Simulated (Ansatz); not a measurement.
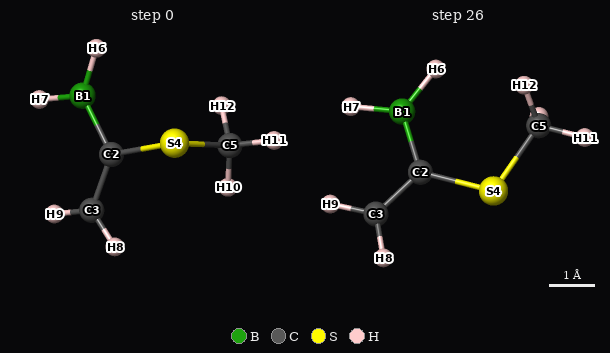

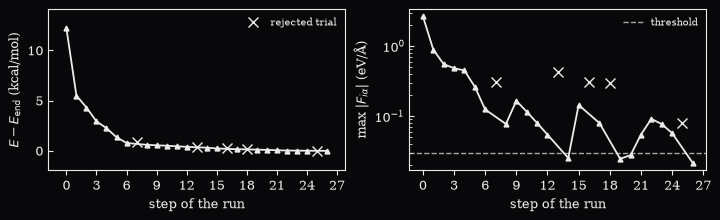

First and last geometry of a relaxation of C₃H₇BS (coarse preliminary run), with the history of the run. Style: ball-and-stick. Shown at a tilt.

The start comes from a force field.

These are results of RKS PBE-D4/def2-SVP in Ansatz, not measurements.

The input:
```yaml
crystal:
  periodic: [false, false, false]
  atoms:
    - {symbol: B, position_ang: [0.312800, 1.768500, 0.279800]}
    - {symbol: C, position_ang: [-0.522900, 0.454200, 0.352700]}
    - {symbol: C, position_ang: [-1.725700, 0.303100, -0.280700]}
    - {symbol: S, position_ang: [0.241600, -0.878100, 1.323400]}
    - {symbol: C, position_ang: [1.087600, -1.611300, -0.090000]}
    - {symbol: H, position_ang: [1.298900, 1.950400, 0.823700]}
    - {symbol: H, position_ang: [-0.138900, 2.721000, -0.354500]}
    - {symbol: H, position_ang: [-2.192600, -0.621200, -0.201800]}
    - {symbol: H, position_ang: [-2.127900, 1.120400, -0.812000]}
    - {symbol: H, position_ang: [0.384800, -1.895900, -0.856400]}
    - {symbol: H, position_ang: [1.620300, -2.505500, 0.295900]}
    - {symbol: H, position_ang: [1.838900, -0.860600, -0.446000]}
basis:
  gaussian: {orbitals: def2-SVP}
hamiltonian: {xc: pbe, dispersion: d4}
relax: {f_tol: 0.03, max_steps: 200}
```

Command:
```bash
ansatz run in.yaml --threads 4 --pin off --events-out ev --progress --plain --max-ram 10444MiB
```

**Read the history and describe the run.**

It converged. The energy falls by 12.2 kcal/mol in 21 accepted moves (26 points after the start). Largest force component: 2.7 eV/Å at the start, 0.021 eV/Å at the end. The line search rejected the trial steps at points 7, 13, 16, 18, 25 of the run. The forces were under the threshold at step 14, but the run went on from there. The largest move after the best rigid fit is that of H10, 1.65 Å. By element the largest moves are H 1.65 Å, S 1.37 Å, B 0.59 Å, C 0.55 Å. Near-neighbour distances that change, for instance: B1–H6 1.141 → 1.215 Å, C3–H8 1.039 → 1.105 Å, C3–H9 1.055 → 1.100 Å, C2–S4 1.817 → 1.776 Å. Among the angles between lasting bonds that change: B1–C2–S4 114.7° → 125.2°, C2–S4–C5 94.4° → 104.4°, H8–C3–H9 123.8° → 117.3°. Groups turn about C2–S4 by about 90°. The run took 31 s on 4 threads of Arm Neoverse V1 (shared host).

```
step  E − E(0), kcal/mol  largest force component, eV/Å      note
   0                0.00                         2.6839          
   1               -6.70                         0.8951          
   2               -7.89                         0.5542          
   3               -9.27                         0.4848          
   4               -9.95                         0.4498          
   5              -10.85                         0.2641          
   6              -11.42                         0.1251          
   7              -11.37                         0.3030  rejected
   8              -11.60                         0.0774          
   9              -11.65                         0.1660          
  10              -11.69                         0.1162          
  11              -11.75                         0.0800          
  12              -11.80                         0.0547          
  13              -11.78                         0.4294  rejected
  14              -11.89                         0.0254          
  15              -11.97                         0.1447          
  16              -11.97                         0.3047  rejected
  17              -12.04                         0.0800          
  18              -11.99                         0.2935  rejected
  19              -12.08                         0.0247          
  20              -12.11                         0.0278          
  21              -12.14                         0.0546          
  22              -12.17                         0.0918          
  23              -12.18                         0.0772          
  24              -12.20                         0.0574          
  25              -12.18                         0.0788  rejected
  26              -12.21                         0.0214
```
